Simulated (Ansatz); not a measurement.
```yaml
atoms:
  - { symbol: Al, position_ang: [0.0543, -0.2725, 0.0452] }
  - { symbol: O, position_ang: [-0.0669, -0.6404, 1.7714] }
  - { symbol: H, position_ang: [-0.9448, -0.8309, 2.1482] }
  - { symbol: O, position_ang: [1.6367, -0.2363, -0.6733] }
  - { symbol: H, position_ang: [2.3818, -0.4436, -0.0813] }
  - { symbol: O, position_ang: [-1.2714, -0.0018, -1.0487] }
  - { symbol: H, position_ang: [-2.1710, 0.0745, -0.6871] }
  - { symbol: P, position_ang: [0.1726, 2.9048, 1.4466] }
  - { symbol: H, position_ang: [1.4210, 2.6004, 0.7839] }
  - { symbol: H, position_ang: [-0.5979, 2.5926, 0.2575] }
  - { symbol: H, position_ang: [0.0447, 1.5660, 1.9478] }
```

These are results of RKS PBE-D4/cc-pVDZ in Ansatz, not measurements.

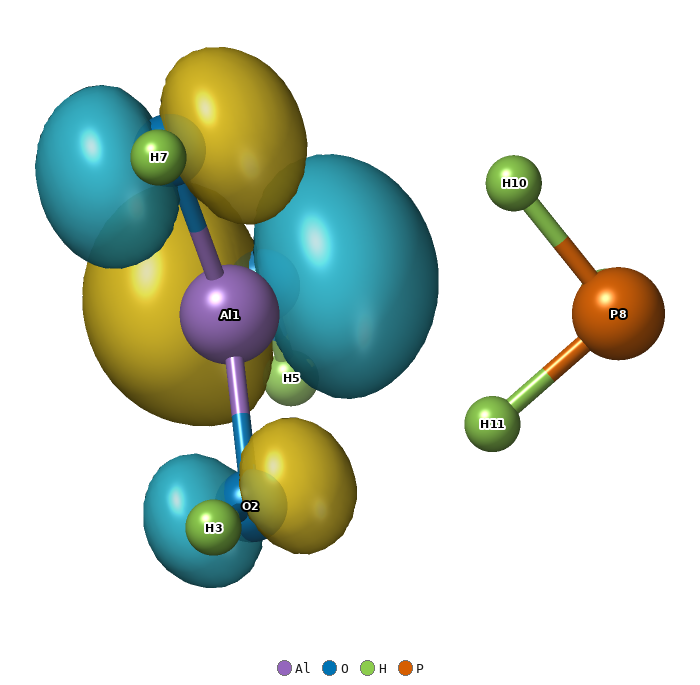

AlH$_{3}$O$_{3}$···PH$_{3}$. The HOMO−1 at ±0.1 Å⁻³ᐟ² (yellow and cyan are the two phases), seen from one side.

> Describe this orbital and give its energy.

By Hirshfeld shares it lies mainly on O4 (about 65 %) and O6 (about 15 %). Its energy is −6.84 eV.
